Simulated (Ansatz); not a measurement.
## Profile along the La–La line in La (dhcp type, space group P6_3/mmc)

La (dhcp type, space group P6_3/mmc)

```
La
1.0
    3.78558     0.00000     0.00000
   -1.89279     3.27841     0.00000
    0.00000     0.00000    12.03275
La
4
Direct
  0.00000   0.00000   0.00000
  0.00000   0.00000   0.50000
  0.33333   0.66667   0.25000
  0.66667   0.33333   0.75000
```

Fields along a shortest La–La line of a (0001) plane (3.79 Å), from La to La, interpolated on the slice's grid (step about 0.2 Å). Calculation: r2SCAN (plane waves to 500 eV, PAW, scalar-relativistic; Ansatz, a first-principles code). k mesh 14×14×4. Near the nuclei the fields are pseudised (PAW); where an atom keeps semicore shells as valence, they peak there. La is run without spin polarisation. La was relaxed with its symmetry unable to fall.

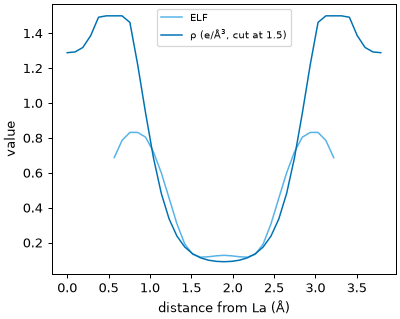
Figure: ELF (away from the nuclei) and valence density from La to La.

Density on the La–La line (3.79 Å) at its midpoint: 0.09 e/Å³. ELF at that point: 0.13.
